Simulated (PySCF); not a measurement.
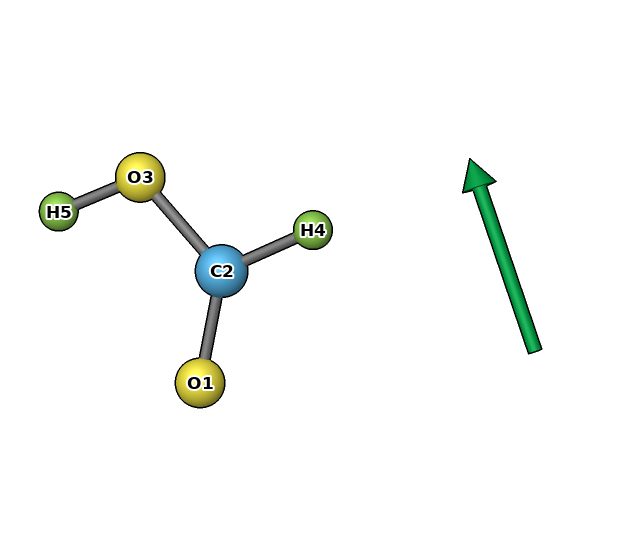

The arrow beside the molecule shows the direction of the dipole moment, from the negative to the positive end (its length means nothing). The computed structure is the end point of a GFN2-xTB optimisation. No frequency run is at hand to confirm it as a minimum. Level of theory: B3LYP/pcJ-1, gas phase (PySCF 2.14.0).

Q: How large is the dipole moment?

A: 1.66 D; it points from the side of O1 to the side of O3, H5 (the outermost atoms at the two ends).
